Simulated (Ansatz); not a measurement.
**From C to Sn: the atomisation energy (no zero-point term)**

One atom is swapped for its congeners: C3H6 (propene) `C=CC`; C2H6Si `C=C[SiH3]`; C2H6Ge `C=[CH][GeH3]`; C2H6Sn `C=[CH][SnH3]`. All are singlets with charge 0.

Shapes, held fixed at every level: PBE0-D4/def2-TZVP. Programs: Ansatz 0.2.0. Values in eV.

```json
{"level": "HF/def2-SVP", "C3H6": "28.81", "C2H6Si": "25.71", "C2H6Ge": "24.35", "C2H6Sn": "22.64"}
{"level": "HF/def2-TZVPP", "C3H6": "28.40", "C2H6Si": "25.59", "C2H6Ge": "24.11", "C2H6Sn": "22.56"}
{"level": "PBE-D4/def2-TZVPP", "C3H6": "38.02", "C2H6Si": "33.78", "C2H6Ge": "32.48", "C2H6Sn": "30.86"}
{"level": "r2SCAN0-D4/def2-TZVPP", "C3H6": "37.02", "C2H6Si": "33.23", "C2H6Ge": "31.91", "C2H6Sn": "30.23"}
{"level": "MP2/def2-TZVPP", "C3H6": "36.82", "C2H6Si": "32.88", "C2H6Ge": "31.70", "C2H6Sn": "29.91"}
{"level": "CCSD/def2-TZVPP", "C3H6": "36.08", "C2H6Si": "32.43", "C2H6Ge": "31.29", "C2H6Sn": "29.67"}
{"level": "CCSD(T)/def2-TZVPP", "C3H6": "36.52", "C2H6Si": "32.80", "C2H6Ge": "31.69", "C2H6Sn": "30.08"}
```

At CCSD(T)/def2-TZVPP the atomisation energy falls at every step, from 36.52 to 30.08 eV. Every level shows the same order. For atoms past krypton def2 sets carry core potentials with scalar relativity. Relativity is left out for Ge unless named. Correlated rows may include outer-core shells of Ge, Sn, which these sets cover unevenly. Spin-orbit coupling, which grows down the group, is left out (summed over each molecule's free atoms 0.01, 0.03, 0.13, 0.31 eV).

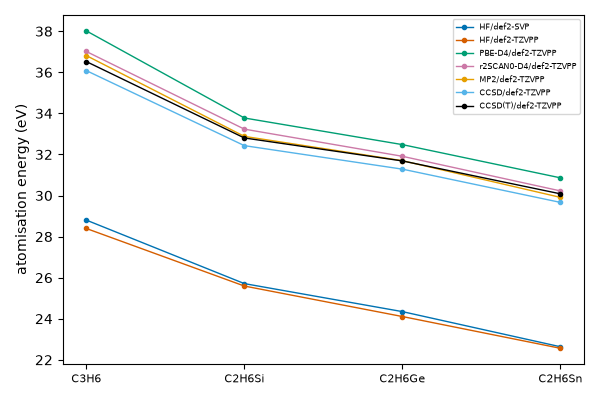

The trend along the series, level by level.
